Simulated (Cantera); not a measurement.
Feed: 1 mol PbO, 2.7 mol CH4, 0.89 mol H2, 2.8 mol C, held at 0.120 bar.

Method: chemical equilibrium by Gibbs-energy minimisation in Cantera with the NASA 1993 tables (ideal gas, pure condensed phases). Candidate condensed phases: C, C6H6, C7H8, C8H18, H2O, Pb, PbO, PbO2, Pb3O4; 113 gas species. Rates play no part.

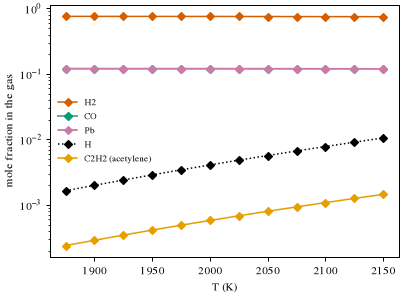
Figure. Equilibrium gas composition (values under 1e-9 drawn at 1e-9)

Problem. Read off the mole fractions at 2025 K.

Solution. H2 about 0.75, CO about 0.12, Pb about 0.12, H about 0.0048, C2H2 (acetylene) about 0.00068.
